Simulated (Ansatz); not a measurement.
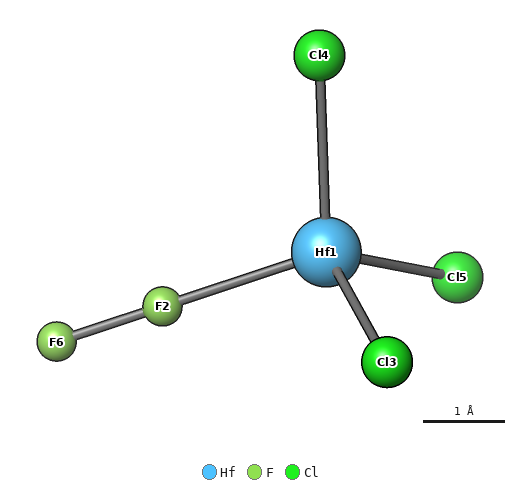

The input geometry (ball-and-stick view, seen at a tilt; atoms are numbered from 1 in the order of the input). Sticks mark near contacts. Bond lengths as drawn: Cl–Hf 2.52 Å, F–F 1.44 Å and F–Hf 2.23 Å.

# Geometry relaxation, with input and output: HfCl3F2

The run: geometry relaxation of HfCl3F2, multiplicity 2. Method and program: UKS B3LYP/def2-SVP (Ansatz 0.2.0).

The input holds or restrains some coordinates. It belongs to a series of runs on one base structure; here: pulled along the bonds that form and break, towards end B. Figures and captions count atoms from 1; the log counts them from 0 in places.

What the program printed
```
The last accepted step is kept in [file] (removed where the run ends without a failure and the disk answers)
Engine: ansatz 0.2.0, aarch64-unknown-linux-gnu
Functional definition: B3LYP
  parameter a0 = 0.2
  parameter ax = 0.72
  parameter ac = 0.81
  exchange = (1 - a0 - ax)*slater_x + ax*b88_x + a0*exact_x
  correlation = (1 - ac)*vwn_rpa_c + ac*lyp_c
1134 factors; integrals over basis functions are off by at most 3.4e-4 eV
mean field evaluation 1: about -44290.1524 eV, gradient 3.2e1 eV
mean field evaluation 2: about -43950.5263 eV, gradient 2.2e2 eV
mean field evaluation 4: about -44295.1524 eV, gradient 1.2e1 eV
mean field evaluation 8: about -44295.6302 eV, gradient 2.3e-1 eV
mean field evaluation 16: about -44295.6751 eV, gradient 2.5e-4 eV
mean field -44295.67507694 eV, -1627.8360343907 hartree, gradient 2.2e-5 eV, S^2 0.754592; 0 other end points of the search recorded, 0 dependent functions left out
the calculation of the forces begins
reference -44295.67540529 eV, -1627.8360464571 hartree; 41, 40 occupied and 73, 74 virtual orbitals, 1134 factors
relax step   1: F+E_penalty+E_count = -44295.67507694 eV  Δ(F+E_penalty+E_count) = +0.000e0 eV  max|allowed force component| = 1.383e1 eV/Å  E_restraint = 14.88750000 eV  max|allowed force component, restraints' pulls added| = 2.828e1 eV/Å  Δτ_max = 0.0000 Å  (37 SCF iters, accepted)
  distance F 1 - F 5 = 1.4400 Å
  distance Hf 0 - F 1 = 2.2300 Å
these checks for a lower state are left out or cut short: starts, cluster_reference, orbital_swaps, neighbouring_geometries, increment
1134 factors; integrals over basis functions are off by at most 4.2e-4 eV
mean field -44295.10219492 eV, -1627.8149813646 hartree, gradient 2.2e-5 eV, S^2 0.758038; 0 other end points of the search recorded, 0 dependent functions left out
the calculation of the forces begins
reference -44295.10252157 eV, -1627.8149933688 hartree; 41, 40 occupied and 73, 74 virtual orbitals, 1134 factors
relax step   2: F+E_penalty+E_count = -44295.10219492 eV  Δ(F+E_penalty+E_count) = +5.729e-1 eV  max|allowed force component| = 9.736e0 eV/Å  E_restraint = 7.31907564 eV  max|allowed force component, restraints' pulls added| = 1.926e1 eV/Å  Δτ_max = 0.1941 Å  (52 SCF iters, accepted)
  distance F 1 - F 5 = 1.3993 Å
  distance Hf 0 - F 1 = 2.5314 Å
these checks for a lower state are left out or cut short: starts, cluster_reference, orbital_swaps, neighbouring_geometries, increment
1134 factors; integrals over basis functions are off by at most 5.7e-4 eV
mean field evaluation 32: about -44293.0987 eV, gradient 4.7e1 eV
mean field -44294.32291308 eV, -1627.7863432854 hartree, gradient 2.1e-5 eV, S^2 0.752158; 0 other end points of the search recorded, 0 dependent functions left out
the calculation of the forces begins
reference -44294.32323674 eV, -1627.7863551795 hartree; 41, 40 occupied and 73, 74 virtual orbitals, 1134 factors
relax step   3: F+E_penalty+E_count = -44294.32291308 eV  Δ(F+E_penalty+E_count) = +7.793e-1 eV  max|allowed force component| = 7.756e0 eV/Å  E_restraint = 1.77242378 eV  max|allowed force component, restraints' pulls added| = 9.878e0 eV/Å  Δτ_max = 0.1950 Å  (49 SCF iters, accepted)
  distance F 1 - F 5 = 1.2937 Å
  distance Hf 0 - F 1 = 2.8725 Å
these checks for a lower state are left out or cut short: starts, cluster_reference, orbital_swaps, neighbouring_geometries, increment
1134 factors; integrals over basis functions are off by at most 5.2e-4 eV
mean field -44294.46649288 eV, -1627.7916197454 hartree, gradient 1.7e-5 eV, S^2 0.751674; 0 other end points of the search recorded, 0 dependent functions left out
the calculation of the forces begins
reference -44294.46681197 eV, -1627.7916314721 hartree; 41, 40 occupied and 73, 74 virtual orbitals, 1134 factors
relax step   4: F+E_penalty+E_count = -44294.46649288 eV  Δ(F+E_penalty+E_count) = -1.436e-1 eV  max|allowed force component| = 5.690e0 eV/Å  E_restraint = 0.42582473 eV  max|allowed force component, restraints' pulls added| = 1.090e0 eV/Å  Δτ_max = 0.1949 Å  (45 SCF iters, accepted)
  distance F 1 - F 5 = 1.3059 Å
  distance Hf 0 - F 1 = 3.1508 Å
these checks for a lower state are left out or cut short: starts, cluster_reference, orbital_swaps, neighbouring_geometries, increment
1134 factors; integrals over basis functions are off by at most 4.9e-4 eV
mean field -44294.53060982 eV, -1627.7939759997 hartree, gradient 2.0e-5 eV, S^2 0.751650; 0 other end points of the search recorded, 0 dependent functions left out
the calculation of the forces begins
reference -44294.53092679 eV, -1627.7939876481 hartree; 41, 40 occupied and 73, 74 virtual orbitals, 1134 factors
relax step   5: F+E_penalty+E_count = -44294.53060982 eV  Δ(F+E_penalty+E_count) = -6.412e-2 eV  max|allowed force component| = 5.126e0 eV/Å  E_restraint = 0.45515270 eV  max|allowed force component, restraints' pulls added| = 2.027e-1 eV/Å  Δτ_max = 0.0625 Å  (38 SCF iters, accepted)
  distance F 1 - F 5 = 1.3142 Å
  distance Hf 0 - F 1 = 3.1767 Å
these checks for a lower state are left out or cut short: starts, cluster_reference, orbital_swaps, neighbouring_geometries, increment
1134 factors; integrals over basis functions are off by at most 5.0e-4 eV
mean field evaluation 64: about -44294.5133 eV, gradient 1.0e-5 eV
mean field -44294.51330230 eV, -1627.7933399599 hartree, gradient 1.0e-5 eV, S^2 0.751603; 0 other end points of the search recorded, 0 dependent functions left out
the calculation of the forces begins
reference -44294.51361813 eV, -1627.7933515666 hartree; 41, 40 occupied and 73, 74 virtual orbitals, 1134 factors
relax step   6: F+E_penalty+E_count = -44294.51330230 eV  Δ(F+E_penalty+E_count) = +1.731e-2 eV  max|allowed force component| = 5.240e0 eV/Å  E_restraint = 0.43267999 eV  max|allowed force component, restraints' pulls added| = 1.222e-1 eV/Å  Δτ_max = 0.0376 Å  (39 SCF iters, accepted)
  distance F 1 - F 5 = 1.3098 Å
  distance Hf 0 - F 1 = 3.1792 Å
```

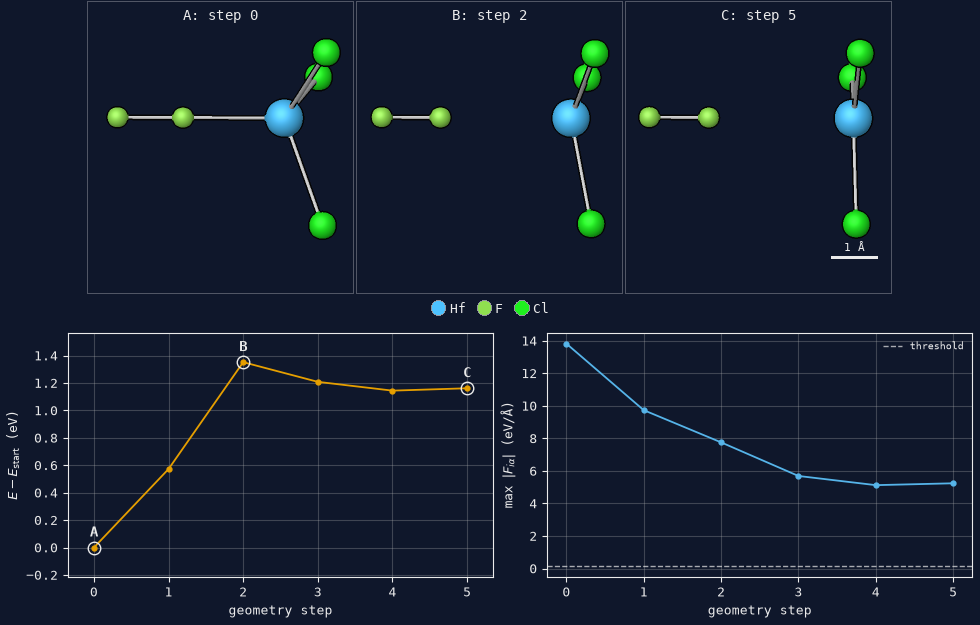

Frames of the restrained relaxation (ball-and-stick view, seen on its broad side) above the curves, on which the letters mark them (the first geometry is step 0 here and step 1 in the log).

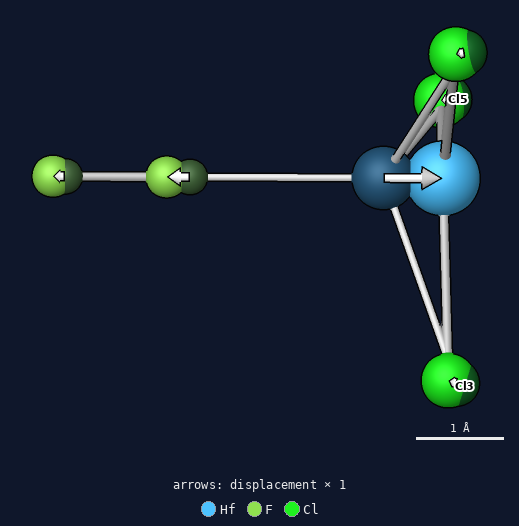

Start (faint) and end (solid) with the displacements as white arrows, at true length (ball-and-stick view, seen on its broad side). The two geometries are laid on each other by the best rigid fit. Over 5 geometry steps the energy rises by 1.162 eV. The largest force component goes from 14 to 5.2 eV/Å. The largest move after the best rigid fit is that of Hf1, 0.68 Å. Largest moves by element: Hf 0.68 Å, F 0.27 Å, Cl 0.10 Å. Among the contacts that change: Hf1–F2 2.230 → 3.179 Å, Hf1–Cl3 2.520 → 2.348 Å, F2–F6 1.440 → 1.310 Å. Bonds break: Hf1–F2 (2.23 → 3.18 Å). Among the angles that change: Cl3–Hf1–Cl4 109.5° → 119.9°. (Atoms are counted from 1 in the order of the input.)

```
1134 factors; integrals over basis functions are off by at most 5.0e-4 eV
mean field -44294.51330230 eV, -1627.7933399599 hartree, gradient 1.0e-5 eV, S^2 0.751603; 3 other end points of the search recorded, 0 dependent functions left out
the calculation of the forces begins
reference -44294.51361813 eV, -1627.7933515666 hartree; 41, 40 occupied and 73, 74 virtual orbitals, 1134 factors
Total energy: -44294.51361813 eV, -1627.7933515666 hartree
Atom 0 at     0.000354     0.000000    -0.682275 Å, force     0.002317     0.000000     0.050913 eV/Å
Atom 1 at     0.001225    -0.000000     2.496965 Å, force     0.008123    -0.000000    -5.240163 eV/Å
Atom 2 at     2.347786     0.000000    -0.746280 Å, force    -0.000002    -0.000000     0.010203 eV/Å
Atom 3 at    -1.172917     2.033150    -0.746405 Å, force    -0.001116     0.000640     0.010071 eV/Å
Atom 4 at    -1.172917    -2.033150    -0.746405 Å, force    -0.001116    -0.000640     0.010071 eV/Å
Atom 5 at    -0.000931     0.000000     3.806801 Å, force    -0.008207     0.000000     5.158906 eV/Å
Dipole moment:    -0.000286     0.000000     0.001222 e Å
```

Trajectory as extended XYZ (Å, eV, eV/Å), 6 frames, from step=1 to step=6
```
6
Properties=species:S:1:pos:R:3:forces:R:3 step=1 energy=-44295.67508
Hf    0.0000    0.0000    0.0000    0.0148   0.0000   0.2189
F     0.0000    0.0000    2.2300   -0.0007   0.0000 -13.8252
Cl    2.3764    0.0000   -0.8392   -2.2295   0.0000   0.8632
Cl   -1.1869    2.0563   -0.8392    1.1077  -1.9197   0.8596
Cl   -1.1869   -2.0563   -0.8392    1.1077   1.9197   0.8596
F     0.0000    0.0000    3.6700    0.0002   0.0000  11.0240
6
Properties=species:S:1:pos:R:3:forces:R:3 step=2 energy=-44295.10219
Hf    0.0001    0.0000   -0.1941    0.0173   0.0000   0.1957
F     0.0000    0.0000    2.3373   -0.0004   0.0000  -9.7359
Cl    2.3556    0.0000   -0.8325   -1.4671   0.0000   0.4769
Cl   -1.1766    2.0384   -0.8325    0.7249  -1.2565   0.4729
Cl   -1.1766   -2.0384   -0.8325    0.7249   1.2565   0.4729
F     0.0000    0.0000    3.7366    0.0003   0.0000   8.1175
6
Properties=species:S:1:pos:R:3:forces:R:3 step=3 energy=-44294.32291
Hf    0.0005    0.0000   -0.3891    0.0106   0.0000  -0.6543
F    -0.0001    0.0000    2.4834   -0.0002   0.0000  -7.7564
Cl    2.3402    0.0000   -0.8296   -0.5153   0.0000   0.2519
Cl   -1.1691    2.0254   -0.8297    0.2523  -0.4367   0.2499
Cl   -1.1691   -2.0254   -0.8297    0.2523   0.4367   0.2499
F     0.0000    0.0000    3.7772    0.0003   0.0000   7.6590
6
Properties=species:S:1:pos:R:3:forces:R:3 step=4 energy=-44294.46649
Hf    0.0009    0.0000   -0.5840   -0.0007   0.0000  -0.2133
F    -0.0002    0.0000    2.5667   -0.0009   0.0000  -5.6899
Cl    2.3506    0.0000   -0.8243   -0.2308   0.0000   0.1030
Cl   -1.1744    2.0347   -0.8244    0.1157  -0.1996   0.1030
Cl   -1.1744   -2.0347   -0.8244    0.1157   0.1996   0.1030
F     0.0000    0.0000    3.8727    0.0010   0.0000   5.5941
6
Properties=species:S:1:pos:R:3:forces:R:3 step=5 energy=-44294.53061
Hf    0.0007    0.0000   -0.6465   -0.0007   0.0000  -0.0036
F    -0.0001    0.0000    2.5302    0.0007   0.0000  -5.1259
Cl    2.3446    0.0000   -0.7820    0.0039   0.0000   0.0359
Cl   -1.1712    2.0298   -0.7818   -0.0017   0.0034   0.0357
Cl   -1.1712   -2.0298   -0.7818   -0.0017  -0.0034   0.0357
F    -0.0002    0.0000    3.8444   -0.0005   0.0000   5.0222
6
Properties=species:S:1:pos:R:3:forces:R:3 step=6 energy=-44294.51330
Hf    0.0004    0.0000   -0.6823    0.0023   0.0000   0.0509
F     0.0012    0.0000    2.4970    0.0081   0.0000  -5.2402
Cl    2.3478    0.0000   -0.7463    0.0000   0.0000   0.0102
Cl   -1.1729    2.0332   -0.7464   -0.0011   0.0006   0.0101
Cl   -1.1729   -2.0332   -0.7464   -0.0011  -0.0006   0.0101
F    -0.0009    0.0000    3.8068   -0.0082   0.0000   5.1589
```

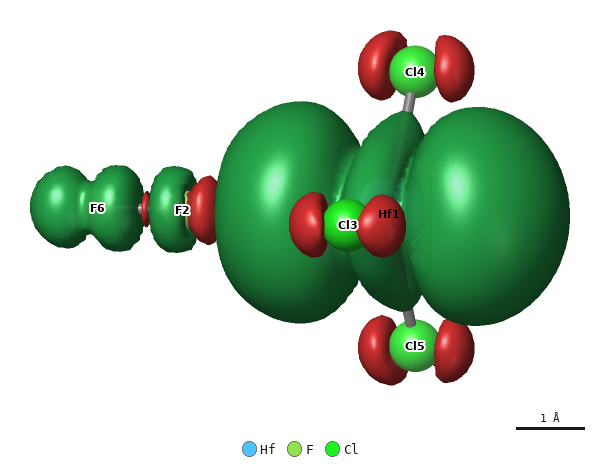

Isosurfaces of the spin density (α minus β) at +0.004 (green) and −0.004 e/Å³ (red), seen at a tilt. The unpaired spin (1 electron) lies mostly on Hf1 (about 0.9), in electrons by Hirshfeld's partition.

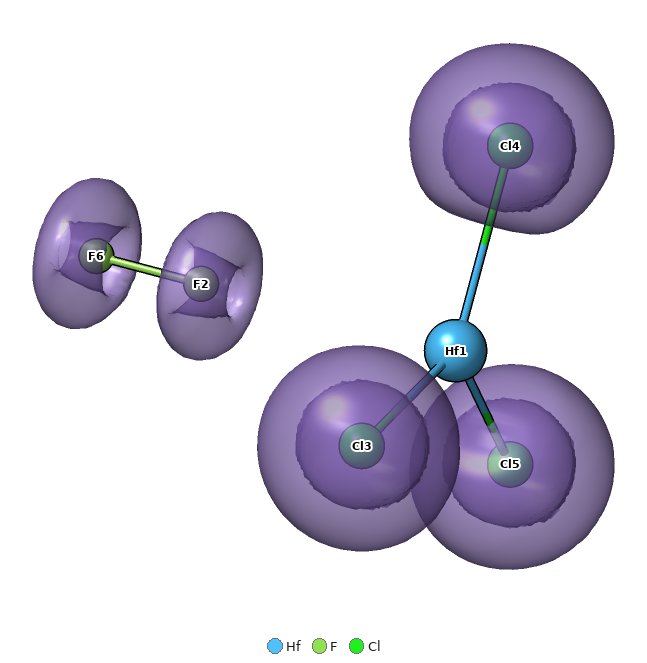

Isosurface of the electron localisation function at 0.8 (purple), seen at a tilt. Core shells and regions of very low density are left out. Values along the shortest contacts: Hf1···F2 (3.18 Å): the ELF is only about 0.05 between them. F–F (1.31 Å): the ELF peaks at about 0.70 between the atoms.

This output came from the following input.

Input file
```yaml
crystal:
  periodic: [false, false, false]
  atoms:
    - { symbol: Hf, position_ang: [0.0, 0.0, 0.0] }
    - { symbol: F, position_ang: [0.0, 0.0, 2.23] }
    - { symbol: Cl, position_ang: [2.3764, 0.0, -0.8392] }
    - { symbol: Cl, position_ang: [-1.1869, 2.0563, -0.8392] }
    - { symbol: Cl, position_ang: [-1.1869, -2.0563, -0.8392] }
    - { symbol: F, position_ang: [0.0, 0.0, 3.67] }
magnetization:
  spin_polarized: true
  initial_magnetization: 1
basis:
  gaussian: { orbitals: def2-SVP }
hamiltonian:
  xc: b3lyp
relax:
  f_tol: 0.15
  max_steps: 25
  restrain:
    - { distance: [1, 5], at: 1.14, k: 30.0 }
    - { distance: [0, 1], at: 3.18, k: 30.0 }
output:
  orbitals: {}
```

Launch command:
```bash
ansatz run input.yaml --threads 4 --pin off --max-ram 5120MiB --backend cpu --events-out ev --progress --plain --runs-dir out
```

Summary

- outcome: converged under the restraints of the input
- total energy: −44294.5136 eV
- mean-field energy: −44294.5136 eV
- ⟨S²⟩: 0.752
- largest force (length of the vector) at the end, held atoms and coordinates included: 5.240 eV/Å
- hardware: 4 threads of Arm Neoverse V1, 24 GiB of memory available, shared host
- wall time: 28 s (CPU time 1.8 min)
- peak memory: 0.44 GiB
